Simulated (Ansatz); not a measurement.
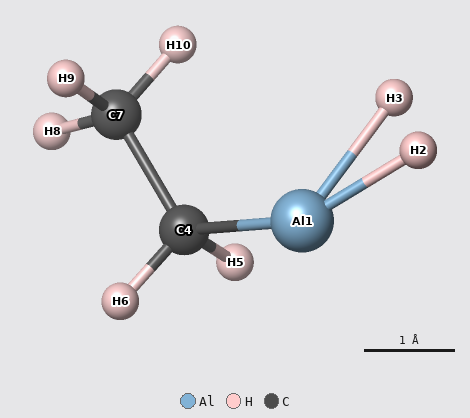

*The input geometry (ball-and-stick view, seen at a tilt; atoms are numbered from 1 in the order of the input). Sticks mark near contacts.*

Bond lengths as drawn: Al–C 1.99 Å, Al–H 1.59 to 1.80 Å, C–C 1.53 Å and C–H 1.09 to 1.10 Å.

## Molecular dynamics of C2H7Al (part 1 of 3)

C2H7Al, computed with RHF/def2-SVP (Ansatz 0.2.0).

It belongs to a series of runs on one base structure; here: dynamics from the highest image of the converged band. Figures and captions count atoms from 1; the log counts them from 0 in places.

## Input
```yaml
crystal:
  periodic: [false, false, false]
  atoms:
    - { symbol: Al, position_ang: [-0.261563, 0.478179, 0.443866] }
    - { symbol: H, position_ang: [1.223153, 0.138247, 0.895077] }
    - { symbol: H, position_ang: [1.086874, -0.583438, -0.11263] }
    - { symbol: C, position_ang: [-1.64935, 0.01015, -0.901411] }
    - { symbol: H, position_ang: [-1.938836, -1.023288, -0.679535] }
    - { symbol: H, position_ang: [-2.533699, 0.61706, -0.689815] }
    - { symbol: C, position_ang: [-1.271897, 0.135471, -2.383489] }
    - { symbol: H, position_ang: [-2.122426, -0.108088, -3.025452] }
    - { symbol: H, position_ang: [-0.958606, 1.150141, -2.641389] }
    - { symbol: H, position_ang: [-0.45325, -0.536035, -2.643824] }
basis:
  gaussian: { orbitals: def2-SVP }
hamiltonian:
  xc: hf
md:
  timestep: 0.5
  n_steps: 200
  ensemble: nve
  temperature: 100.0
  initial_velocities: maxwell_boltzmann
  seed: 4228
```

Command:
```bash
ansatz run input.yaml --threads 1 --pin off --max-ram 2048MiB --backend cpu --events-out ev --progress --plain --runs-dir out
```

## Log
```
Engine: ansatz 0.2.0, aarch64-unknown-linux-gnu
Functional definition: HF
  exchange = exact_x
  correlation = 0
884 factors; integrals over basis functions are off by at most 4.0e-4 eV
mean field evaluation 1: about -8744.7263 eV, gradient 2.5e1 eV
mean field evaluation 2: about -8744.7274 eV, gradient 2.5e1 eV
mean field evaluation 4: about -8746.7654 eV, gradient 2.9e0 eV
mean field evaluation 8: about -8746.8051 eV, gradient 2.1e-4 eV
mean field -8746.80500009 eV, -321.4391549561 hartree, gradient 1.7e-5 eV, S^2 0.000000; 0 other end points of the search recorded, 0 dependent functions left out
the calculation of the forces begins
reference -8746.80500009 eV, -321.4391549561 hartree; 16, 16 occupied and 65, 65 virtual orbitals, 884 factors
md step     0: t =     0.00 fs  T =   100.0 K  F+E_penalty+E_count = -8746.80500009 eV  E_kin = 0.103408 eV  conserved = -8746.70159209 eV  (30 SCF iters)
these checks for a lower state are left out or cut short: starts, cluster_reference, orbital_swaps, neighbouring_geometries, increment
884 factors; integrals over basis functions are off by at most 4.1e-4 eV
mean field evaluation 16: about -8746.8011 eV, gradient 2.0e-5 eV
mean field -8746.80105021 eV, -321.4390098006 hartree, gradient 2.0e-5 eV, S^2 0.000000; 0 other end points of the search recorded, 0 dependent functions left out
the calculation of the forces begins
reference -8746.80105021 eV, -321.4390098006 hartree; 16, 16 occupied and 65, 65 virtual orbitals, 884 factors
md step     1: t =     0.50 fs  T =    96.3 K  F+E_penalty+E_count = -8746.80105021 eV  E_kin = 0.099547 eV  conserved = -8746.70150358 eV  (25 SCF iters)
[... from here on the SCF iterations and repeated set-up lines of each step are left out, up to the last step ...]
md step     2: t =     1.00 fs  T =    86.1 K  F+E_penalty+E_count = -8746.79032131 eV  E_kin = 0.089011 eV  conserved = -8746.70131025 eV  (26 SCF iters)
md step     3: t =     1.50 fs  T =    72.2 K  F+E_penalty+E_count = -8746.77578960 eV  E_kin = 0.074712 eV  conserved = -8746.70107772 eV  (26 SCF iters)
md step     4: t =     2.00 fs  T =    58.2 K  F+E_penalty+E_count = -8746.76108693 eV  E_kin = 0.060216 eV  conserved = -8746.70087109 eV  (26 SCF iters)
md step     5: t =     2.50 fs  T =    47.1 K  F+E_penalty+E_count = -8746.74946639 eV  E_kin = 0.048726 eV  conserved = -8746.70073999 eV  (26 SCF iters)
md step     6: t =     3.00 fs  T =    40.9 K  F+E_penalty+E_count = -8746.74300126 eV  E_kin = 0.042290 eV  conserved = -8746.70071131 eV  (25 SCF iters)
md step     7: t =     3.50 fs  T =    40.0 K  F+E_penalty+E_count = -8746.74214753 eV  E_kin = 0.041361 eV  conserved = -8746.70078663 eV  (27 SCF iters)
md step     8: t =     4.00 fs  T =    43.3 K  F+E_penalty+E_count = -8746.74572044 eV  E_kin = 0.044779 eV  conserved = -8746.70094188 eV  (25 SCF iters)
md step     9: t =     4.50 fs  T =    48.5 K  F+E_penalty+E_count = -8746.75128801 eV  E_kin = 0.050158 eV  conserved = -8746.70113008 eV  (26 SCF iters)
md step    10: t =     5.00 fs  T =    52.8 K  F+E_penalty+E_count = -8746.75593449 eV  E_kin = 0.054647 eV  conserved = -8746.70128764 eV  (25 SCF iters)
md step    11: t =     5.50 fs  T =    54.1 K  F+E_penalty+E_count = -8746.75727083 eV  E_kin = 0.055921 eV  conserved = -8746.70134962 eV  (25 SCF iters)
md step    12: t =     6.00 fs  T =    51.4 K  F+E_penalty+E_count = -8746.75444397 eV  E_kin = 0.053171 eV  conserved = -8746.70127270 eV  (26 SCF iters)
md step    13: t =     6.50 fs  T =    46.1 K  F+E_penalty+E_count = -8746.74877866 eV  E_kin = 0.047717 eV  conserved = -8746.70106120 eV  (25 SCF iters)
md step    14: t =     7.00 fs  T =    41.5 K  F+E_penalty+E_count = -8746.74366644 eV  E_kin = 0.042887 eV  conserved = -8746.70077981 eV  (25 SCF iters)
md step    15: t =     7.50 fs  T =    41.6 K  F+E_penalty+E_count = -8746.74353508 eV  E_kin = 0.042999 eV  conserved = -8746.70053586 eV  (26 SCF iters)
md step    16: t =     8.00 fs  T =    50.1 K  F+E_penalty+E_count = -8746.75219473 eV  E_kin = 0.051766 eV  conserved = -8746.70042920 eV  (25 SCF iters)
md step    17: t =     8.50 fs  T =    68.5 K  F+E_penalty+E_count = -8746.77132563 eV  E_kin = 0.070830 eV  conserved = -8746.70049557 eV  (24 SCF iters)
md step    18: t =     9.00 fs  T =    96.0 K  F+E_penalty+E_count = -8746.79994682 eV  E_kin = 0.099263 eV  conserved = -8746.70068352 eV  (25 SCF iters)
md step    19: t =     9.50 fs  T =   129.9 K  F+E_penalty+E_count = -8746.83520417 eV  E_kin = 0.134321 eV  conserved = -8746.70088290 eV  (25 SCF iters)
md step    20: t =    10.00 fs  T =   167.4 K  F+E_penalty+E_count = -8746.87405848 eV  E_kin = 0.173075 eV  conserved = -8746.70098355 eV  (25 SCF iters)
md step    21: t =    10.50 fs  T =   207.0 K  F+E_penalty+E_count = -8746.91500245 eV  E_kin = 0.214078 eV  conserved = -8746.70092434 eV  (25 SCF iters)
md step    22: t =    11.00 fs  T =   249.8 K  F+E_penalty+E_count = -8746.95905498 eV  E_kin = 0.258345 eV  conserved = -8746.70070952 eV  (26 SCF iters)
md step    23: t =    11.50 fs  T =   299.2 K  F+E_penalty+E_count = -8747.00975533 eV  E_kin = 0.309358 eV  conserved = -8746.70039685 eV  (27 SCF iters)
md step    24: t =    12.00 fs  T =   360.0 K  F+E_penalty+E_count = -8747.07231892 eV  E_kin = 0.372247 eV  conserved = -8746.70007175 eV  (25 SCF iters)
md step    25: t =    12.50 fs  T =   437.6 K  F+E_penalty+E_count = -8747.15233051 eV  E_kin = 0.452506 eV  conserved = -8746.69982449 eV  (25 SCF iters)
md step    26: t =    13.00 fs  T =   536.3 K  F+E_penalty+E_count = -8747.25434458 eV  E_kin = 0.554613 eV  conserved = -8746.69973135 eV  (24 SCF iters)
md step    27: t =    13.50 fs  T =   658.4 K  F+E_penalty+E_count = -8747.38068731 eV  E_kin = 0.680846 eV  conserved = -8746.69984176 eV  (24 SCF iters)
md step    28: t =    14.00 fs  T =   803.1 K  F+E_penalty+E_count = -8747.53067120 eV  E_kin = 0.830503 eV  conserved = -8746.70016867 eV  (24 SCF iters)
md step    29: t =    14.50 fs  T =   966.7 K  F+E_penalty+E_count = -8747.70037568 eV  E_kin = 0.999693 eV  conserved = -8746.70068274 eV  (24 SCF iters)
md step    30: t =    15.00 fs  T =  1142.8 K  F+E_penalty+E_count = -8747.88308089 eV  E_kin = 1.181767 eV  conserved = -8746.70131392 eV  (24 SCF iters)
md step    31: t =    15.50 fs  T =  1323.3 K  F+E_penalty+E_count = -8748.07033058 eV  E_kin = 1.368369 eV  conserved = -8746.70196161 eV  (23 SCF iters)
md step    32: t =    16.00 fs  T =  1499.8 K  F+E_penalty+E_count = -8748.25344863 eV  E_kin = 1.550929 eV  conserved = -8746.70251943 eV  (24 SCF iters)
md step    33: t =    16.50 fs  T =  1665.5 K  F+E_penalty+E_count = -8748.42513904 eV  E_kin = 1.722232 eV  conserved = -8746.70290742 eV  (24 SCF iters)
md step    34: t =    17.00 fs  T =  1815.7 K  F+E_penalty+E_count = -8748.58066359 eV  E_kin = 1.877559 eV  conserved = -8746.70310472 eV  (24 SCF iters)
md step    35: t =    17.50 fs  T =  1948.5 K  F+E_penalty+E_count = -8748.71810403 eV  E_kin = 2.014940 eV  conserved = -8746.70316434 eV  (23 SCF iters)
md step    36: t =    18.00 fs  T =  2064.0 K  F+E_penalty+E_count = -8748.83751249 eV  E_kin = 2.134322 eV  conserved = -8746.70319057 eV  (23 SCF iters)
md step    37: t =    18.50 fs  T =  2162.3 K  F+E_penalty+E_count = -8748.93931197 eV  E_kin = 2.236030 eV  conserved = -8746.70328152 eV  (23 SCF iters)
md step    38: t =    19.00 fs  T =  2242.9 K  F+E_penalty+E_count = -8749.02281416 eV  E_kin = 2.319345 eV  conserved = -8746.70346912 eV  (23 SCF iters)
md step    39: t =    19.50 fs  T =  2303.5 K  F+E_penalty+E_count = -8749.08574040 eV  E_kin = 2.382041 eV  conserved = -8746.70369933 eV  (22 SCF iters)
md step    40: t =    20.00 fs  T =  2341.4 K  F+E_penalty+E_count = -8749.12503660 eV  E_kin = 2.421169 eV  conserved = -8746.70386773 eV  (23 SCF iters)
md step    41: t =    20.50 fs  T =  2354.4 K  F+E_penalty+E_count = -8749.13847500 eV  E_kin = 2.434597 eV  conserved = -8746.70387800 eV  (22 SCF iters)
md step    42: t =    21.00 fs  T =  2342.6 K  F+E_penalty+E_count = -8749.12615374 eV  E_kin = 2.422466 eV  conserved = -8746.70368757 eV  (22 SCF iters)
md step    43: t =    21.50 fs  T =  2309.2 K  F+E_penalty+E_count = -8749.09120301 eV  E_kin = 2.387886 eV  conserved = -8746.70331663 eV  (23 SCF iters)
md step    44: t =    22.00 fs  T =  2259.7 K  F+E_penalty+E_count = -8749.03952439 eV  E_kin = 2.336693 eV  conserved = -8746.70283130 eV  (23 SCF iters)
md step    45: t =    22.50 fs  T =  2201.5 K  F+E_penalty+E_count = -8748.97880045 eV  E_kin = 2.276484 eV  conserved = -8746.70231637 eV  (24 SCF iters)
md step    46: t =    23.00 fs  T =  2142.3 K  F+E_penalty+E_count = -8748.91717203 eV  E_kin = 2.215317 eV  conserved = -8746.70185480 eV  (23 SCF iters)
md step    47: t =    23.50 fs  T =  2089.2 K  F+E_penalty+E_count = -8748.86192695 eV  E_kin = 2.160414 eV  conserved = -8746.70151282 eV  (26 SCF iters)
md step    48: t =    24.00 fs  T =  2047.3 K  F+E_penalty+E_count = -8748.81844095 eV  E_kin = 2.117109 eV  conserved = -8746.70133240 eV  (23 SCF iters)
md step    49: t =    24.50 fs  T =  2019.4 K  F+E_penalty+E_count = -8748.78951397 eV  E_kin = 2.088189 eV  conserved = -8746.70132512 eV  (24 SCF iters)
md step    50: t =    25.00 fs  T =  2005.4 K  F+E_penalty+E_count = -8748.77519751 eV  E_kin = 2.073728 eV  conserved = -8746.70146944 eV  (23 SCF iters)
md step    51: t =    25.50 fs  T =  2003.2 K  F+E_penalty+E_count = -8748.77316250 eV  E_kin = 2.071452 eV  conserved = -8746.70171048 eV  (23 SCF iters)
md step    52: t =    26.00 fs  T =  2009.2 K  F+E_penalty+E_count = -8748.77959246 eV  E_kin = 2.077624 eV  conserved = -8746.70196813 eV  (23 SCF iters)
md step    53: t =    26.50 fs  T =  2019.5 K  F+E_penalty+E_count = -8748.79046085 eV  E_kin = 2.088305 eV  conserved = -8746.70215571 eV  (23 SCF iters)
md step    54: t =    27.00 fs  T =  2031.4 K  F+E_penalty+E_count = -8748.80287939 eV  E_kin = 2.100669 eV  conserved = -8746.70221044 eV  (22 SCF iters)
md step    55: t =    27.50 fs  T =  2044.3 K  F+E_penalty+E_count = -8748.81604431 eV  E_kin = 2.113919 eV  conserved = -8746.70212527 eV  (22 SCF iters)
md step    56: t =    28.00 fs  T =  2059.2 K  F+E_penalty+E_count = -8748.83130499 eV  E_kin = 2.129341 eV  conserved = -8746.70196397 eV  (23 SCF iters)
md step    57: t =    28.50 fs  T =  2078.5 K  F+E_penalty+E_count = -8748.85116314 eV  E_kin = 2.149326 eV  conserved = -8746.70183758 eV  (22 SCF iters)
md step    58: t =    29.00 fs  T =  2104.0 K  F+E_penalty+E_count = -8748.87756748 eV  E_kin = 2.175718 eV  conserved = -8746.70184944 eV  (21 SCF iters)
md step    59: t =    29.50 fs  T =  2135.5 K  F+E_penalty+E_count = -8748.91034986 eV  E_kin = 2.208313 eV  conserved = -8746.70203695 eV  (21 SCF iters)
md step    60: t =    30.00 fs  T =  2170.3 K  F+E_penalty+E_count = -8748.94665764 eV  E_kin = 2.244304 eV  conserved = -8746.70235374 eV  (22 SCF iters)
md step    61: t =    30.50 fs  T =  2203.8 K  F+E_penalty+E_count = -8748.98164887 eV  E_kin = 2.278946 eV  conserved = -8746.70270245 eV  (22 SCF iters)
md step    62: t =    31.00 fs  T =  2231.0 K  F+E_penalty+E_count = -8749.00997694 eV  E_kin = 2.306988 eV  conserved = -8746.70298891 eV  (22 SCF iters)
md step    63: t =    31.50 fs  T =  2247.5 K  F+E_penalty+E_count = -8749.02725361 eV  E_kin = 2.324092 eV  conserved = -8746.70316210 eV  (22 SCF iters)
md step    64: t =    32.00 fs  T =  2250.9 K  F+E_penalty+E_count = -8749.03087882 eV  E_kin = 2.327657 eV  conserved = -8746.70322156 eV  (22 SCF iters)
md step    65: t =    32.50 fs  T =  2240.5 K  F+E_penalty+E_count = -8749.02008787 eV  E_kin = 2.316885 eV  conserved = -8746.70320263 eV  (23 SCF iters)
md step    66: t =    33.00 fs  T =  2216.7 K  F+E_penalty+E_count = -8748.99542972 eV  E_kin = 2.292277 eV  conserved = -8746.70315232 eV  (23 SCF iters)
md step    67: t =    33.50 fs  T =  2180.6 K  F+E_penalty+E_count = -8748.95803633 eV  E_kin = 2.254929 eV  conserved = -8746.70310780 eV  (22 SCF iters)
md step    68: t =    34.00 fs  T =  2133.2 K  F+E_penalty+E_count = -8748.90901561 eV  E_kin = 2.205932 eV  conserved = -8746.70308394 eV  (22 SCF iters)
md step    69: t =    34.50 fs  T =  2075.4 K  F+E_penalty+E_count = -8748.84918678 eV  E_kin = 2.146120 eV  conserved = -8746.70306728 eV  (23 SCF iters)
md step    70: t =    35.00 fs  T =  2007.8 K  F+E_penalty+E_count = -8748.77925517 eV  E_kin = 2.076236 eV  conserved = -8746.70301874 eV  (23 SCF iters)
md step    71: t =    35.50 fs  T =  1931.7 K  F+E_penalty+E_count = -8748.70039183 eV  E_kin = 1.997507 eV  conserved = -8746.70288444 eV  (27 SCF iters)
md step    72: t =    36.00 fs  T =  1849.4 K  F+E_penalty+E_count = -8748.61505478 eV  E_kin = 1.912441 eV  conserved = -8746.70261351 eV  (23 SCF iters)
md step    73: t =    36.50 fs  T =  1765.4 K  F+E_penalty+E_count = -8748.52776937 eV  E_kin = 1.825589 eV  conserved = -8746.70218059 eV  (24 SCF iters)
md step    74: t =    37.00 fs  T =  1686.4 K  F+E_penalty+E_count = -8748.44551062 eV  E_kin = 1.743901 eV  conserved = -8746.70160949 eV  (24 SCF iters)
md step    75: t =    37.50 fs  T =  1621.1 K  F+E_penalty+E_count = -8748.37733708 eV  E_kin = 1.676355 eV  conserved = -8746.70098161 eV  (24 SCF iters)
md step    76: t =    38.00 fs  T =  1578.9 K  F+E_penalty+E_count = -8748.33310601 eV  E_kin = 1.632676 eV  conserved = -8746.70042981 eV  (24 SCF iters)
md step    77: t =    38.50 fs  T =  1567.9 K  F+E_penalty+E_count = -8748.32139522 eV  E_kin = 1.621290 eV  conserved = -8746.70010538 eV  (24 SCF iters)
md step    78: t =    39.00 fs  T =  1592.7 K  F+E_penalty+E_count = -8748.34714682 eV  E_kin = 1.647020 eV  conserved = -8746.70012705 eV  (24 SCF iters)
md step    79: t =    39.50 fs  T =  1653.0 K  F+E_penalty+E_count = -8748.40982533 eV  E_kin = 1.709294 eV  conserved = -8746.70053168 eV  (24 SCF iters)
md step    80: t =    40.00 fs  T =  1742.2 K  F+E_penalty+E_count = -8748.50285639 eV  E_kin = 1.801607 eV  conserved = -8746.70124969 eV  (23 SCF iters)
md step    81: t =    40.50 fs  T =  1849.5 K  F+E_penalty+E_count = -8748.61469978 eV  E_kin = 1.912573 eV  conserved = -8746.70212647 eV  (24 SCF iters)
md step    82: t =    41.00 fs  T =  1961.4 K  F+E_penalty+E_count = -8748.73124027 eV  E_kin = 2.028261 eV  conserved = -8746.70297901 eV  (24 SCF iters)
md step    83: t =    41.50 fs  T =  2064.6 K  F+E_penalty+E_count = -8748.83864855 eV  E_kin = 2.134994 eV  conserved = -8746.70365464 eV  (24 SCF iters)
md step    84: t =    42.00 fs  T =  2148.5 K  F+E_penalty+E_count = -8748.92579013 eV  E_kin = 2.221721 eV  conserved = -8746.70406934 eV  (22 SCF iters)
md step    85: t =    42.50 fs  T =  2206.2 K  F+E_penalty+E_count = -8748.98559539 eV  E_kin = 2.281384 eV  conserved = -8746.70421165 eV  (23 SCF iters)
md step    86: t =    43.00 fs  T =  2235.0 K  F+E_penalty+E_count = -8749.01529721 eV  E_kin = 2.311172 eV  conserved = -8746.70412543 eV  (22 SCF iters)
md step    87: t =    43.50 fs  T =  2235.7 K  F+E_penalty+E_count = -8749.01578630 eV  E_kin = 2.311903 eV  conserved = -8746.70388373 eV  (23 SCF iters)
md step    88: t =    44.00 fs  T =  2211.5 K  F+E_penalty+E_count = -8748.99047212 eV  E_kin = 2.286905 eV  conserved = -8746.70356690 eV  (24 SCF iters)
md step    89: t =    44.50 fs  T =  2166.9 K  F+E_penalty+E_count = -8748.94400552 eV  E_kin = 2.240759 eV  conserved = -8746.70324608 eV  (24 SCF iters)
md step    90: t =    45.00 fs  T =  2106.4 K  F+E_penalty+E_count = -8748.88113234 eV  E_kin = 2.178158 eV  conserved = -8746.70297391 eV  (22 SCF iters)
md step    91: t =    45.50 fs  T =  2033.8 K  F+E_penalty+E_count = -8748.80584712 eV  E_kin = 2.103069 eV  conserved = -8746.70277767 eV  (23 SCF iters)
md step    92: t =    46.00 fs  T =  1951.8 K  F+E_penalty+E_count = -8748.72095007 eV  E_kin = 2.018293 eV  conserved = -8746.70265723 eV  (23 SCF iters)
md step    93: t =    46.50 fs  T =  1862.0 K  F+E_penalty+E_count = -8748.62804953 eV  E_kin = 1.925464 eV  conserved = -8746.70258536 eV  (23 SCF iters)
md step    94: t =    47.00 fs  T =  1765.3 K  F+E_penalty+E_count = -8748.52799887 eV  E_kin = 1.825486 eV  conserved = -8746.70251321 eV  (23 SCF iters)
md step    95: t =    47.50 fs  T =  1662.6 K  F+E_penalty+E_count = -8748.42166687 eV  E_kin = 1.719283 eV  conserved = -8746.70238437 eV  (26 SCF iters)
md step    96: t =    48.00 fs  T =  1555.6 K  F+E_penalty+E_count = -8748.31080954 eV  E_kin = 1.608651 eV  conserved = -8746.70215833 eV  (22 SCF iters)
md step    97: t =    48.50 fs  T =  1447.5 K  F+E_penalty+E_count = -8748.19868110 eV  E_kin = 1.496845 eV  conserved = -8746.70183603 eV  (22 SCF iters)
md step    98: t =    49.00 fs  T =  1342.8 K  F+E_penalty+E_count = -8748.09000849 eV  E_kin = 1.388538 eV  conserved = -8746.70147066 eV  (23 SCF iters)
md step    99: t =    49.50 fs  T =  1246.5 K  F+E_penalty+E_count = -8747.99017673 eV  E_kin = 1.289025 eV  conserved = -8746.70115159 eV  (23 SCF iters)
md step   100: t =    50.00 fs  T =  1163.3 K  F+E_penalty+E_count = -8747.90389226 eV  E_kin = 1.202932 eV  conserved = -8746.70096071 eV  (23 SCF iters)
md step   101: t =    50.50 fs  T =  1095.7 K  F+E_penalty+E_count = -8747.83396823 eV  E_kin = 1.133040 eV  conserved = -8746.70092856 eV  (24 SCF iters)
md step   102: t =    51.00 fs  T =  1044.3 K  F+E_penalty+E_count = -8747.78087243 eV  E_kin = 1.079853 eV  conserved = -8746.70101986 eV  (23 SCF iters)
md step   103: t =    51.50 fs  T =  1007.8 K  F+E_penalty+E_count = -8747.74325728 eV  E_kin = 1.042103 eV  conserved = -8746.70115476 eV  (24 SCF iters)
md step   104: t =    52.00 fs  T =   984.4 K  F+E_penalty+E_count = -8747.71916508 eV  E_kin = 1.017918 eV  conserved = -8746.70124745 eV  (24 SCF iters)
md step   105: t =    52.50 fs  T =   972.9 K  F+E_penalty+E_count = -8747.70732934 eV  E_kin = 1.006089 eV  conserved = -8746.70123988 eV  (24 SCF iters)
md step   106: t =    53.00 fs  T =   973.8 K  F+E_penalty+E_count = -8747.70806022 eV  E_kin = 1.006942 eV  conserved = -8746.70111815 eV  (24 SCF iters)
md step   107: t =    53.50 fs  T =   988.8 K  F+E_penalty+E_count = -8747.72345769 eV  E_kin = 1.022546 eV  conserved = -8746.70091136 eV  (24 SCF iters)
```
